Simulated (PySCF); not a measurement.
```yaml
atoms:
  - { symbol: C, position_ang: [1.3781, -0.1440, -0.2627] }
  - { symbol: C, position_ang: [0.2503, 0.5158, -0.0661] }
  - { symbol: C, position_ang: [-1.0972, -0.1375, 0.2299] }
  - { symbol: F, position_ang: [-2.1280, 0.5908, -0.1565] }
  - { symbol: F, position_ang: [-1.2194, -1.3595, -0.2633] }
  - { symbol: H, position_ang: [1.5669, -1.1774, 0.0217] }
  - { symbol: H, position_ang: [2.2148, 0.3178, -0.7891] }
  - { symbol: H, position_ang: [0.1625, 1.6030, -0.0957] }
  - { symbol: H, position_ang: [-1.1144, -0.2028, 1.3566] }
```

Geometry: GFN2-xTB.

These are results of UKS B3LYP, pcH-1 on C F H, non-relativistic, mean-field spin-orbit, GIAO in PySCF 2.14.0, density-fitted response routines, not measurements.

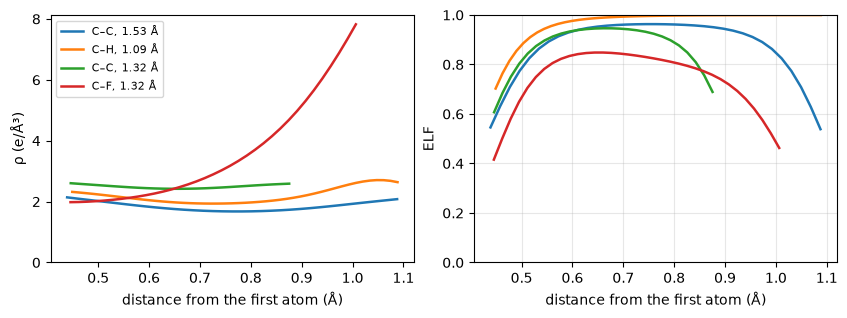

C₃H₄F₂ (charge +1, doublet). Electron density and electron localisation function along straight lines between neighbouring atoms. The curves leave out the atomic cores.

What can be read from the curves?

Answer. C–C (1.53 Å): ρ is about 1.7 e/Å³ halfway; the ELF peaks at about 0.95 between the atoms (localised, covalent bonding).
C–H (1.09 Å): ρ is about 2.2 e/Å³ halfway; the ELF climbs to about 1 towards the hydrogen, as it does in any bond to H: a covalent bond by its length.
C–C (1.32 Å): the density is about 2.4 e/Å³ at the midpoint; the ELF peaks at about 0.95 between the atoms; a short, multiple covalent bond.
C–F (1.32 Å): the density is about 2.5 e/Å³ at the midpoint; the ELF peaks at about 0.85 between the atoms: a shared but strongly polarised pair.
